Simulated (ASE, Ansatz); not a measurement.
# Σ13 (134)[11-1] symmetric tilt boundary in CsSnBr3 (780 atoms): a single point

Wanted: forces, charges and levels of Σ13 (134)[11-1] symmetric tilt boundary in CsSnBr3 (780 atoms).

Method: Kohn-Sham DFT, PBE, PAW (set soft_2), localised support functions (medium), in Ansatz 0.2.0.

## 1. The structure

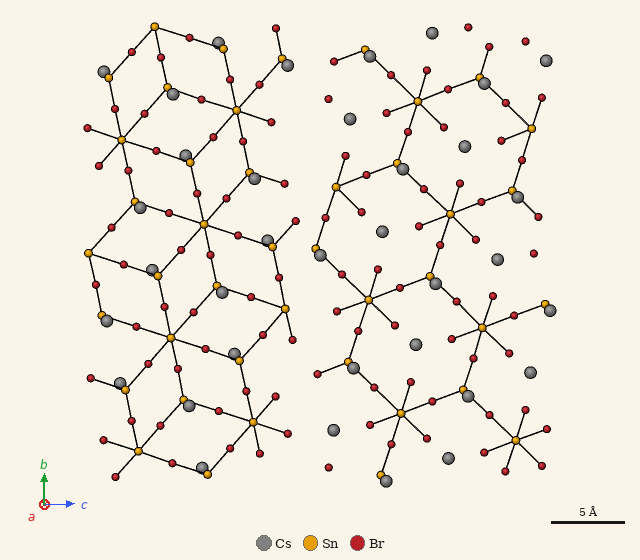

Start, viewed in part; caesium grey, tin orange, bromine red. Drawn is a stretch of 32 Å of the 61 Å that the cell measures along c and a slice 8 Å thick, seen along the normal of the bc plane.

The cell holds 780 atoms: 156 Cs, 156 Sn and 468 Br. Cell: a = 10.046 Å, b = 51.224 Å, c = 61.389 Å, α = 90.0°, β = 90.0°, γ = 90.0°. It derives from CsSnBr3 (cubic perovskite). Cubic perovskite CsSnBr3 (a = 5.8 Å); two grains mirrored in (134), tilt axis [11-1]; 1 x 1 boundary periods, 1 lattice periods a grain, two boundaries a cell, upper grain shifted by [0.25, 0.5] of the boundary cell and opened by 1.12 Å, no atom removed; not relaxed, displaced by a Gaussian of 0.02 Å. Regions: lower grain, 390 atoms (78 Cs, 78 Sn and 234 Br); upper grain, 390 atoms (78 Cs, 78 Sn and 234 Br).

What the set-up can't give: The host structure and its lattice constant were typed by rule, without a check against the phase diagram. Sampling is at Γ alone, for a cell whose shortest periodic width is 10 Å. Spin–orbit coupling is left out, which matters for the levels of the heavy elements.

## 2. Support functions medium

One self-consistent run at the given positions yields energy and forces.

Contents of input.yaml:

```yaml
crystal:
  lattice:
    - [10.04589, 0.0, 0.0]
    - [0.0, 51.22421, 0.0]
    - [0.0, 0.0, 61.38863]
  atoms:
    - { symbol: Cs, position: [0.3349, 0.9106, 0.01875] }
    - { symbol: Sn, position: [0.5029, 0.88513, 0.09318] }
    - { symbol: Br, position: [0.66525, 0.89816, 0.05566] }
    - { symbol: Br, position: [0.33168, 0.92976, 0.0838] }
    - { symbol: Br, position: [0.33446, 0.85248, 0.06523] }
    - { symbol: Cs, position: [0.00022, 0.88491, 0.09285] }
    - { symbol: Sn, position: [0.16214, 0.85913, 0.16683] }
    - { symbol: Br, position: [0.33138, 0.87185, 0.13011] }
    - { symbol: Br, position: [0.00078, 0.90419, 0.15744] }
    - { symbol: Br, position: [1.0e-05, 0.82678, 0.1389] }
    - { symbol: Cs, position: [0.66733, 0.97403, 0.07401] }
    - { symbol: Sn, position: [0.82994, 0.94877, 0.14827] }
    - { symbol: Br, position: [0.00128, 0.96092, 0.11091] }
    - { symbol: Br, position: [0.66741, 0.99331, 0.13887] }
    - { symbol: Br, position: [0.66859, 0.91703, 0.12025] }
    - { symbol: Cs, position: [0.33547, 0.94838, 0.14831] }
    - { symbol: Sn, position: [0.49937, 0.92314, 0.22256] }
    - { symbol: Br, position: [0.66635, 0.93663, 0.18534] }
    - { symbol: Br, position: [0.33266, 0.96818, 0.21329] }
    - { symbol: Br, position: [0.33452, 0.89116, 0.19494] }
    - { symbol: Cs, position: [0.9998, 0.9233, 0.22185] }
    - { symbol: Sn, position: [0.16632, 0.89729, 0.29725] }
    - { symbol: Br, position: [0.33418, 0.91017, 0.25927] }
    - { symbol: Br, position: [0.00051, 0.94222, 0.28703] }
    - { symbol: Br, position: [0.0009, 0.86597, 0.26882] }
    - { symbol: Cs, position: [0.3332, 0.98755, 0.27809] }
    - { symbol: Sn, position: [0.50102, 0.96125, 0.3523] }
    - { symbol: Br, position: [0.66404, 0.97419, 0.31539] }
    - { symbol: Br, position: [0.33393, 0.00654, 0.34229] }
    - { symbol: Br, position: [0.32754, 0.93026, 0.32432] }
    - { symbol: Cs, position: [0.99783, 0.96188, 0.35264] }
    - { symbol: Sn, position: [0.16605, 0.93585, 0.42562] }
    [... 742 atom lines left out ...]
    - { symbol: Br, position: [0.58305, 0.46771, 0.52788] }
    - { symbol: Cs, position: [0.91363, 0.5901, 0.51842] }
    - { symbol: Sn, position: [0.08682, 0.56386, 0.9261] }
    - { symbol: Br, position: [0.24807, 0.57585, 0.96317] }
    - { symbol: Br, position: [0.91352, 0.60866, 0.93555] }
    - { symbol: Br, position: [0.91664, 0.53192, 0.95415] }
kpoints:
  mp_grid: { grid: [1, 1, 1] }
hamiltonian:
  xc: pbe
scf:
  occupations: { method: gaussian, width: 0.05 }
  eigensolver: { kind: { support_functions: { accuracy: medium } } }
  mixing: { beta: 0.2 }
  max_iter: 150
output:
  forces: true
  stress: true
  populations: true
  dos:
    method: { smearing: { sigma: 0.1 } }
    de: 0.1
    projected: { site_lists: { Br: [Br], Cs: [Cs], Sn: [Sn] } }
  eigenvalues: true
  write_density: true
  write_potential: true
  volumetric_format: npy
```

Started as:

```
$ ansatz run input.yaml --threads 32 --pin off --max-ram 143360MiB --backend cuda --events-out ev --progress --plain --runs-dir out
```

Numbers of over 12 decimals in the logs are rounded to 6 here.

Log:

```text
Warning: scf.eigensolver.kind.support_functions: disabling space-group detection — the functions' gradient is summed over unrotated k-points, so no spatial operation reduces the k-mesh or symmetrises the density; time reversal is kept, so that k and −k are solved as one point where they differ and the mesh holds both, and exact exchange and, on two spinor components, a DFT+U term hold to it where the run has them: [...]
settings of this run that can trade accuracy for cost: scf.eigensolver.kind.support_functions [...]
Engine: ansatz 0.2.0, aarch64-unknown-linux-gnu
Pseudopotentials: kind: paw
Pseudopotential: Cs, paw, valence charge 9, recommended cutoff 420 eV (normal), Cs.paw.azcp
Pseudopotential: Sn, paw, valence charge 14, recommended cutoff 420 eV (normal), Sn.paw.azcp
Pseudopotential: Br, paw, valence charge 7, recommended cutoff 420 eV (normal), Br.paw.azcp
[... 5 lines on functional and potentials left out ...]
device memory: the entry about to start is reckoned to put 27.6 GiB on a device that reports 182.5 GiB free
GPU FFT provider: cuFFT
GPU libraries: cuBLAS 13.8.1, cuFFT 12.4.0, cuSOLVER 12.3.2
GPU matrix products: emulated (plane waves: as basis.precision tells), large ones in fixed point in workspaces of 1.00 GiB
Crystal: 780 atoms, lattice volume = 31590.146 Å³
Basis set: ecut = 420 eV, 617483 PW (Γ), exchange–correlation on 144×720×864 points (8 copies of the dense FFT grid, shifted against one another)
Bands: 4119, of which v1, the nominal top of the filled ones, is band 3432 counted from 1 (3431 counted from 0)
Symmetry: 1 space group operations
k-points: 1
[... 7 lines on functional and potentials left out ...]
Initial density: superposition of atomic densities (chi_scale 0.1, normalization cell, long waves kept (reshape's long-wave potential 0.45 eV rms))
Initial wavefunctions: pseudopotential atomic-orbital guess
GPU buffer pool allocated for 11197440 grid points (all kernels)
Functional: x = pbe(κ = 0.804, μ = 0.219515), c = pbe(β = 0.066725)
SCF iter   1: F=—  HF=-3127770.488179 eV  |F-HF|=—  |Δ(HF+E_count)|=         —  Δρ=2.48e-2  dr2=8.73e2  ethr=1.00e-1
preconditioner: auto → Resta (q_TF=auto, 2.115 Å⁻¹)  ε∞=5.5  [metal: Δε(μ)=0.040 eV  Ē_g=9.047 eV  σ=0.050 eV  W_gap=0.38  n_scr=5084 (ndim 8)  ℏωp=13.5 eV  f_vac=0.031  D(μ)=100.22/eV (n_scr^D=248)  ε∞_Penn≈3.2]
SCF iter   2: F=—  HF=-3127994.778694 eV  |F-HF|=—  |Δ(HF+E_count)|=    2.24e2  Δρ=2.13e-2  dr2=7.88e2  ethr=1.27e-2
SCF iter   3: F=—  HF=-3127968.185015 eV  |F-HF|=—  |Δ(HF+E_count)|=    2.66e1  Δρ=1.58e-2  dr2=3.66e2  ethr=1.15e-2  κ⁻¹=1.0e0(r=1)
SCF iter   4: F=—  HF=-3127927.927229 eV  |F-HF|=—  |Δ(HF+E_count)|=    4.03e1  Δρ=1.04e-2  dr2=1.57e2  ethr=5.33e-3  κ⁻¹=1.4e-2(r=2)
SCF iter   5: F=—  HF=-3127892.399249 eV  |F-HF|=—  |Δ(HF+E_count)|=    3.55e1  Δρ=6.11e-3  dr2=5.44e1  ethr=2.29e-3  κ⁻¹=1.5e-3(r=3)
SCF iter   6: F=—  HF=-3127880.526630 eV  |F-HF|=—  |Δ(HF+E_count)|=    1.19e1  Δρ=5.37e-3  dr2=3.22e1  ethr=7.93e-4  κ⁻¹=7.4e-4(r=4)
SCF iter   7: F=—  HF=-3127870.833767 eV  |F-HF|=—  |Δ(HF+E_count)|=    9.69e0  Δρ=4.22e-3  dr2=1.34e1  ethr=4.69e-4  κ⁻¹=9.9e-5(r=5)
SCF iter   8: F=—  HF=-3127868.311772 eV  |F-HF|=—  |Δ(HF+E_count)|=    2.52e0  Δρ=2.54e-3  dr2=9.06e0  ethr=1.95e-4  κ⁻¹=5.2e-5(r=6)
SCF iter   9: F=—  HF=-3127868.353939 eV  |F-HF|=—  |Δ(HF+E_count)|=   4.22e-2  Δρ=2.18e-3  dr2=4.06e0  ethr=1.32e-4  κ⁻¹=1.0e-5(r=7)
SCF iter  10: F=—  HF=-3127868.487889 eV  |F-HF|=—  |Δ(HF+E_count)|=   1.34e-1  Δρ=1.04e-3  dr2=1.47e0  ethr=5.92e-5  κ⁻¹=1.8e-5(r=7)
[...]
SCF iter  19: F=—  HF=-3127868.637150 eV  |F-HF|=—  |Δ(HF+E_count)|=   9.80e-4  Δρ=6.54e-5  dr2=1.68e-2  ethr=7.19e-7  κ⁻¹=5.9e-5(r=7)
SCF iter  20: F=—  HF=-3127868.640943 eV  |F-HF|=—  |Δ(HF+E_count)|=   3.79e-3  Δρ=9.96e-5  dr2=2.95e-2  ethr=2.45e-7  κ⁻¹=3.6e-5(r=7)
SCF iter  21: F=—  HF=-3127868.642970 eV  |F-HF|=—  |Δ(HF+E_count)|=   2.03e-3  Δρ=3.48e-5  dr2=2.26e-3  ethr=2.45e-7  κ⁻¹=6.8e-5(r=7)
SCF iter  22: F=—  HF=-3127868.645793 eV  |F-HF|=—  |Δ(HF+E_count)|=   2.82e-3  Δρ=3.31e-5  dr2=1.84e-3  ethr=3.30e-8  κ⁻¹=3.0e-5(r=7)
SCF iter  23: F=—  HF=-3127868.648238 eV  |F-HF|=—  |Δ(HF+E_count)|=   2.45e-3  Δρ=1.72e-5  dr2=4.03e-4  ethr=2.67e-8  κ⁻¹=1.8e-5(r=7)
SCF iter  24: F=—  HF=-3127868.653269 eV  |F-HF|=—  |Δ(HF+E_count)|=   5.03e-3  Δρ=1.09e-5  dr2=3.80e-4  ethr=5.87e-9  κ⁻¹=4.1e-5(r=7)
SCF iter  25: F=—  HF=-3127868.655451 eV  |F-HF|=—  |Δ(HF+E_count)|=   2.18e-3  Δρ=8.34e-6  dr2=5.91e-5  ethr=5.54e-9  κ⁻¹=4.2e-5(r=7)
SCF iter  26: F=—  HF=-3127868.659190 eV  |F-HF|=—  |Δ(HF+E_count)|=   3.74e-3  Δρ=6.34e-6  dr2=3.01e-5  ethr=8.61e-10  κ⁻¹=4.3e-5(r=7)
SCF iter  27: F=—  HF=-3127868.660838 eV  |F-HF|=—  |Δ(HF+E_count)|=   1.65e-3  Δρ=3.01e-6  dr2=6.94e-6  ethr=4.38e-10  κ⁻¹=1.8e-5(r=7)
SCF iter  28: F=-3127868.664489 eV  HF=-3127868.664490 eV  |F-HF|=6.84e-7  |Δ(HF+E_count)|=   3.65e-3  Δρ=2.19e-6  dr2=3.10e-6  ethr=1.01e-10
SCF 1 converged in 28 iterations: F = -3127868.741139 eV  dr2 = 3.10e-6
  greatest PAW one-centre occupation: 0.993 electrons in one spin orbital (limit 2), on the Sn atom at site 761 (counted from 0), in its partial waves of l = 2
WARN: The input density's exchange-correlation potential varies sharply where the density is thin. Do not read a vacuum level from v_tot or v_xc, or from such a field of the output density. On a cell that repeats whose density bears no net charge and no dipole along the vacuum's axis use v_es (v_loc + v_h of the components); [...]
output.dos: on the support functions the solved levels are converged up to 3.553 eV from the Fermi level, so that the curves end at 2.914 eV, below the run's highest bands: a larger scf.n_extra_bands or scf.max_iter (beside forces or a stress its default or more) can extend them
SCF converged after 28 iterations
Stability not checked: this state was not tested for a lower state beside it, because the mixer in use, unlike msr1, does not test its closes by its own steps (another_mixer; see scf.mixing.algorithm and scf.lower_state_search)
Free energy (F): -3127868.741139 eV
Harris-Foulkes:  -3127868.741140 eV  (|F-HF|=6.84e-7)
Internal energy: -3127868.709251 eV  (E = F + TS)
E sigma→0 (E₀):  -3127868.725195 eV
Entropy (-TS):   -0.031888 eV (-0.041 meV/atom)
Fermi energy:    4.048608 eV
--- Per-component energies (eV) ---
  E_band       = -46143.426605
  E_kinetic    = 113351.765807
  E_local      = -428123.306051  (includes V_loc(G=0)·N_el)
  E_nonlocal   = 32450.038169
  E_softening  = 0.013457  (part of E_nonlocal)
  E_grid_corr  = 0.000277  (part of E_nonlocal)
  E_hartree    = 191201.289503
  E_xc         = -210769.987310
  E_vxc        = -83226.874159  (∫ρ·V_xc dr)
  E_paw        = -2486447.648000  (= ΣΔE_a)
  E_vpaw       = -62997.388039  (= ΣTr[D̂ρ^β])
  E_aug_tail   = -0.000365  (compensation charges beyond the density's cutoff)
  E_ewald      = -339530.784354
  E_smearing   = -0.031888  (= −TS)
  E_closure    = 0.000000  (closes the sum)
  E_support_correction = -0.076650  (second-order, or where that is not computed along the SCF)
  E_support_correction_error = 7.7e-3  (of E_support_correction; not in F)
  Σ components = -3127868.741139   (vs F -3127868.741139, Δ=0.00e0)
--- Forces (eV/Å), atoms counted from 1 ---
[... 780 lines of forces left out ...]
  max |Σ_I F_I| component: 8.01e-3 eV/Å
--- Stress (GPa, compression-positive) ---
        0.708529      -0.015888       0.001472
       -0.015888       0.797622       0.000244
        0.001472       0.000244       0.755068
  P = ⅓ Tr σ = 0.7537 GPa (7.537 kbar)
--- Band table (eV) ---
[... left out ...]
--- Löwdin populations: 780 sites ---
  site symbol       q [e]
[... 780 lines, one an atom, left out ...]
  spilling = 0.003223 (of n_electrons = 6864.000000)
```

It took 46 s on 1 × NVIDIA GB200 with 32 threads of Arm Neoverse V2, shared host; peak memory 10 GiB; 2.3 min of CPU time.

That memory is the host's; the program planned up to 27.6 GiB on the GPU. Forces of this run were stored rounded, and per-atom blocks of the log weren't kept.

The program notes that the band table was not solved further than the SCF left it, it switched symmetry off and the exchange-correlation potential is rough where the density is thin.

Numbers from this run:

| Property | Result |
| --- | --- |
| free energy | -3127868.7411 eV |
| free energy per atom | -4010.0881 eV/atom |
| SCF cycles | 28 |
| pressure | 0.7537 GPa |
| r.m.s. force component | 0.3582 eV/Å |
| longest force | 2.445 eV/Å |
| Fermi energy | 4.049 eV |
| levels partly filled by over 2 per cent | 4 |
| spilling of the projection | 0.003223 |

Neighbours are counted within 4.53 Å (Br-Cs), 3.38 Å (Br-Sn).

Length of the force by element and coordination:

```tsv
element	coordination	atoms	mean length of the force (eV/Å)	spread	least	most
Br	all	468	0.369	0.425	0.0156	2.45
Br	3	18	1.64	0.593	0.823	2.45
Br	4	24	0.763	0.451	0.165	1.57
Br	5	42	0.639	0.359	0.195	1.30
Br	6	384	0.255	0.266	0.0156	1.41
Cs	all	156	0.248	0.394	0.0172	2.04
Cs	8	6	1.92	0.105	1.73	2.04
Cs	9	12	0.558	0.0636	0.483	0.643
Cs	10	12	0.579	0.300	0.263	0.920
Cs	11	12	0.315	0.0262	0.272	0.346
Cs	12	114	0.0853	0.0739	0.0172	0.387
Sn	all	156	0.656	0.573	0.0522	2.19
Sn	3	6	1.7	0.052	1.63	1.78
Sn	4	12	1.34	0.741	0.476	2.19
Sn	5	6	0.987	0.118	0.822	1.19
Sn	6	132	0.531	0.473	0.0522	1.88
```

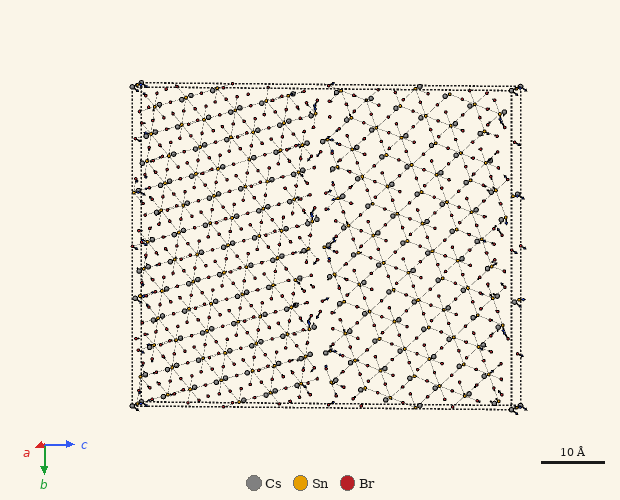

Forces as arrows; the longest in the cell is 2.45 eV/Å. Bonds to atoms that aren't drawn are left out. Some periodic images of atoms are drawn too.

Löwdin charges by element and coordination (they lack the spilled electrons, 0.028 e an atom on average):

```tsv
element	coordination	atoms	mean charge (e)	spread	least	most
Br	all	468	-0.356	0.0385	-0.507	-0.244
Br	3	18	-0.363	0.0492	-0.434	-0.292
Br	4	24	-0.469	0.0186	-0.507	-0.441
Br	5	42	-0.336	0.0607	-0.491	-0.261
Br	6	384	-0.351	0.0197	-0.393	-0.244
Cs	all	156	0.753	0.0075	0.744	0.771
Cs	8	6	0.769	5.0e-4	0.768	0.770
Cs	9	12	0.765	0.0034	0.761	0.770
Cs	10	12	0.770	0.001	0.768	0.771
Cs	11	12	0.754	0.0019	0.751	0.757
Cs	12	114	0.749	0.0013	0.744	0.752
Sn	all	156	0.457	0.0322	0.328	0.552
Sn	3	6	0.344	0.008	0.328	0.352
Sn	4	12	0.497	0.0457	0.447	0.552
Sn	5	6	0.387	0.0035	0.382	0.393
Sn	6	132	0.461	0.0079	0.451	0.485
```

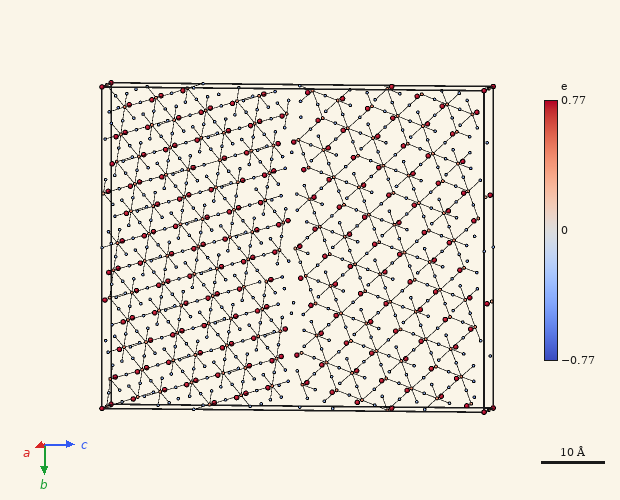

Atoms coloured by Löwdin charge. Bonds to atoms that aren't drawn are left out. Some periodic images of atoms are drawn too.

By region:

```tsv
region	atoms	mean length of the force (eV/Å)
lower grain	390	0.402
upper grain	390	0.403
```

States in the cell by windows of 1 eV, zero at the Fermi level; some projections on atomic orbitals stand beside the total:

```tsv
from (eV)	to (eV)	total	Br p	Cs p	Sn p	Sn s
-14	-13	63.4	0.3	0.0	2.2	0.5
-13	-12	12.9	0.1	0.0	0.4	0.1
-12	-10	0.0	0.0	0.0	0.0	0.0
-10	-9	139.0	1.9	133.8	0.7	1.8
-9	-8	821.0	26.0	752.5	2.1	36.1
-8	-7	223.1	61.5	37.4	3.5	113.2
-7	-6	61.3	15.6	0.1	2.2	39.7
-6	-5	56.7	37.5	0.3	14.2	3.9
-5	-4	392.6	285.1	1.6	89.3	8.4
-4	-3	858.0	766.2	4.4	46.5	9.6
-3	-2	1106.2	1057.2	2.9	18.7	13.3
-2	-1	261.7	203.4	0.2	17.9	33.2
-1	0	137.6	99.8	0.1	11.6	21.6
0	1	65.6	12.0	0.2	44.7	2.1
1	2	197.2	24.3	0.2	144.3	2.1
```

Between -24 and -14 eV lie 2733 more states.

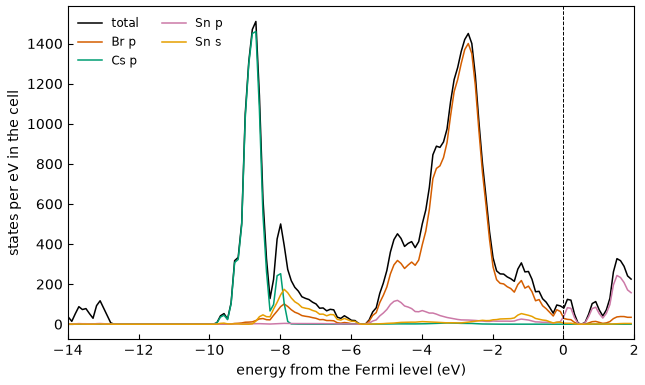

Total and projected density of states, with the broadening of the input.

Not all projections were asked for or kept, so they needn't add up to the total.

The levels nearest the highest filled one (over half full), pooled over k-points and spins:

```tsv
level less the highest filled one (eV)	occupation
-0.0715	2
-0.0623	2.00
-0.0562	2.00
-0.0536	2.00
-0.013	1.94
0	1.86
0.113	0.088
0.120	0.056
0.129	0.03
0.139	0.015
0.141	0.012
0.157	0.003
```

Planar average of the electrostatic potential energy along the normal, with the Fermi level as zero, after a running mean with a triangular window 4 Å wide at its base:

```tsv
height (Å)	potential energy (eV)
0.0	0.22
2.4	-1.66
4.8	-1.74
7.4	-1.72
9.8	-1.69
12.2	-1.61
14.6	-1.50
17.2	-1.42
19.6	-1.36
22.0	-1.29
24.4	-1.20
27.0	-0.90
29.4	0.88
31.8	-1.16
34.2	-1.76
36.8	-1.73
39.2	-1.69
41.6	-1.63
44.1	-1.56
46.6	-1.48
49.0	-1.38
51.4	-1.38
53.9	-1.27
56.4	-1.10
58.8	-0.20
61.2	0.39
```

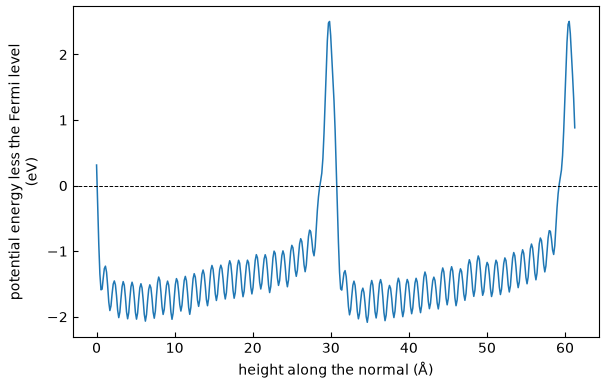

Planar average of the electrostatic potential energy; the dashed line is the Fermi level.

Forces differ by site in this geometry: Br atoms with 3 neighbours bear 1.6 eV/Å on average, against 0.26 eV/Å for those with 6. Mean Löwdin charges: Br -0.36, Cs +0.75, Sn +0.46 e (they miss 0.32 % of the electrons, so they add up to more than the cell's charge). Just under the Fermi level the largest share is Br p (74 % of the projected weight), just over it Sn p (65 % of the projected weight).

(Continued in part 2 of 2.)

[Logs are printed without paths, hosts, clocks, repeated set-up lines and the standing remarks that a program may print on its own settings, such as how far it seeks lower states.]

[Hosts, paths, dates, database ids (printed as entryN), source tags and the programs' standing remarks are cut or masked in the printed files.]
